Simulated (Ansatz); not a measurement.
# Two runs on GeH$_{4}$O

System: GeH$_{4}$O, SMILES [OH][GeH3].
Method of run A: RKS wB97M-V/def2-TZVPP (Ansatz 0.2.0).

The geometry: displaced from a GFN2-xTB structure. Text and figures count atoms from 1; the logs count them from 0 in places.

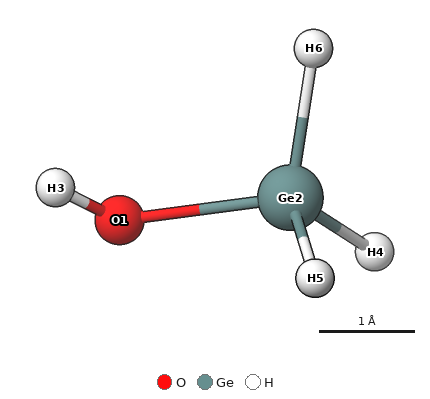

Figure 1. The input geometry (ball-and-stick view, seen at a tilt; atoms are numbered from 1 in the order of the input). Sticks mark near contacts.

Input file, run A:
```yaml
crystal:
  periodic: [false, false, false]
  atoms:
    - {symbol: O, position_ang: [0.474400, -1.259600, 0.499200]}
    - {symbol: Ge, position_ang: [-0.273700, 0.319100, -0.226300]}
    - {symbol: H, position_ang: [1.197200, -1.202600, 1.058700]}
    - {symbol: H, position_ang: [-1.574800, -0.131700, -1.003500]}
    - {symbol: H, position_ang: [0.739000, 0.937400, -1.244800]}
    - {symbol: H, position_ang: [-0.577000, 1.339000, 0.985200]}
basis:
  gaussian: {orbitals: def2-TZVPP}
hamiltonian: {xc: {name: wB97M-V}}
output: {forces: true}
```

Hardware: 4 CPU threads, shared host.

Output (run A):
```
Functional definition: wB97M-V
  parameter omega = 0.3/bohr
  parameter cx = 0.15
  parameter cx01 = 1.007
  parameter cx10 = 0.259
  parameter css00 = 0.443
  parameter css04 = -1.437
  parameter css10 = -4.535
  parameter css20 = -3.390
  parameter css43 = 4.278
  parameter cos00 = 1.000
  parameter cos10 = 1.358
  parameter cos20 = 2.924
  parameter cos21 = -8.812
  parameter cos60 = -1.390
  parameter cos61 = 9.142
  parameter b = 6.0
  parameter c = 0.01
  gx(w, u) = 1 - cx + cx01*u + cx10*w
  gss(w, u) = css00 + css04*u^4 + css10*w + css20*w^2 + css43*w^4*u^3
  gos(w, u) = cos00 + cos10*w + (cos20 + cos21*u)*w^2 + (cos60 + cos61*u)*w^6
  exchange = spin_sum(e_x_unif_sr(omega)*gx(b97_w, b97_u_x)) + cx*exact_x_sr(omega) + exact_x_lr(omega)
  correlation = spin_sum(e_c_pw_mod_same_spin*gss(b97_w, b97_u_same))
      + integral(e_c_pw_mod_opposite_spin*gos(b97_w_opposite, b97_u_opposite)) + vv10(b, c)
773 factors; their error is unknown
173 factors; integrals over basis functions are off by at most 7.5e-6 eV
mean field evaluation 1: about -58622.8833 eV, gradient 5.2e1 eV
mean field evaluation 2: about -58619.8649 eV, gradient 6.8e1 eV
mean field evaluation 4: about -58627.0759 eV, gradient 1.0e0 eV
mean field evaluation 8: about -58627.2415 eV, gradient 1.7e-2 eV
mean field -58627.24152284 eV, -2154.5113869927 hartree, gradient 4.2e-5 eV, S^2 0.000000; 0 other end points of the search recorded, 0 dependent functions left out
the calculation of the forces begins
reference -58627.24156197 eV, -2154.5113884308 hartree; 22, 22 occupied and 113, 113 virtual orbitals, 773 factors
Total energy: -58627.24156197 eV, -2154.5113884308 hartree
Atom 0 at     0.474400    -1.259600     0.499200 Å, force    -3.180271     1.178040    -2.571375 eV/Å
Atom 1 at    -0.273700     0.319100    -0.226300 Å, force     0.543252    -0.972074     0.975286 eV/Å
Atom 2 at     1.197200    -1.202600     1.058700 Å, force     2.007804     0.602641     1.514130 eV/Å
Atom 3 at    -1.574800    -0.131700    -1.003500 Å, force     0.751672     0.143548     0.606504 eV/Å
Atom 4 at     0.739000     0.937400    -1.244800 Å, force    -0.304727    -0.186691     0.415096 eV/Å
Atom 5 at    -0.577000     1.339000     0.985200 Å, force     0.182271    -0.765464    -0.939640 eV/Å
Dipole moment:     0.068583     0.322437     0.023499 e Å
```

Run B used a changed input.

The two runs side by side:

```tsv
quantity	run A	run B
outcome	converged	converged
total energy (hartree)	−2154.511388	−2153.138572
dipole moment (D)	1.59	1.56
largest force (eV/Å)	4.256	4.316
basis functions	135	135
wall time (shared host)	2.5 s	33 s
```

Which change of the input explains these differences?

The change (lines with − go, lines with + come):
```diff
-hamiltonian: {xc: {name: wB97M-V}}
+correlation: {method: ccsd_t}
```

The total energies belong to different methods, so their difference says nothing on which is more stable or more accurate. The largest force goes from 4.256 to 4.316 eV/Å.

Output (run B):
```
Functional definition: HF
  exchange = exact_x
  correlation = 0
823 factors; integrals over basis functions are off by at most 9.1e-4 eV
mean field evaluation 1: about -58572.2363 eV, gradient 3.8e1 eV
mean field evaluation 2: about -58572.3084 eV, gradient 3.8e1 eV
mean field evaluation 4: about -58575.0584 eV, gradient 2.3e0 eV
mean field evaluation 8: about -58575.0867 eV, gradient 1.8e-1 eV
mean field evaluation 16: about -58573.6997 eV, gradient 2.9e1 eV
mean field -58575.08672133 eV, -2152.5947333890 hartree, gradient 1.4e-6 eV, S^2 0.000000; 0 other end points of the search recorded, 0 dependent functions left out
10 core orbitals not correlated: weight in the atoms' cores, before any rotation towards them, 1.000 or more for the frozen orbitals, at most 0.000 for the correlated occupied ones
reference -58575.08672133 eV, -2152.5947333890 hartree; 12, 12 occupied and 113, 113 virtual orbitals, 823 factors
second order -13.89599399 eV of doubles, -0.00000000 eV of singles
cycle   1  -13.81786789 eV  change    7.8e-2 eV  update   9.0e-2
cycle   2  -14.25306568 eV  change   -4.4e-1 eV  update   2.7e-2
cycle   3  -14.33433296 eV  change   -8.1e-2 eV  update   1.3e-2
cycle   4  -14.32331256 eV  change    1.1e-2 eV  update   3.0e-3
cycle   5  -14.32317711 eV  change    1.4e-4 eV  update   1.4e-3
cycle   6  -14.32361841 eV  change   -4.4e-4 eV  update   4.1e-4
cycle   7  -14.32343177 eV  change    1.9e-4 eV  update   1.8e-4
cycle   8  -14.32343766 eV  change   -5.9e-6 eV  update   6.0e-5
cycle   9  -14.32345797 eV  change   -2.0e-5 eV  update   2.1e-5
cycle  10  -14.32345534 eV  change    2.6e-6 eV  update   6.3e-6
perturbative correction -0.47515192 eV, -0.0174615109 hartree
the calculation of the forces begins
Total energy: -58589.88532859 eV, -2153.1385721750 hartree
Atom 0 at     0.474400    -1.259600     0.499200 Å, force    -3.245390     1.121176    -2.614685 eV/Å
Atom 1 at    -0.273700     0.319100    -0.226300 Å, force     0.624921    -1.019844     1.027497 eV/Å
Atom 2 at     1.197200    -1.202600     1.058700 Å, force     2.022038     0.674365     1.517665 eV/Å
Atom 3 at    -1.574800    -0.131700    -1.003500 Å, force     0.739015     0.142719     0.599704 eV/Å
Atom 4 at     0.739000     0.937400    -1.244800 Å, force    -0.312828    -0.173158     0.410258 eV/Å
Atom 5 at    -0.577000     1.339000     0.985200 Å, force     0.172245    -0.745258    -0.940439 eV/Å
Dipole moment:     0.067753     0.317616     0.024847 e Å
```
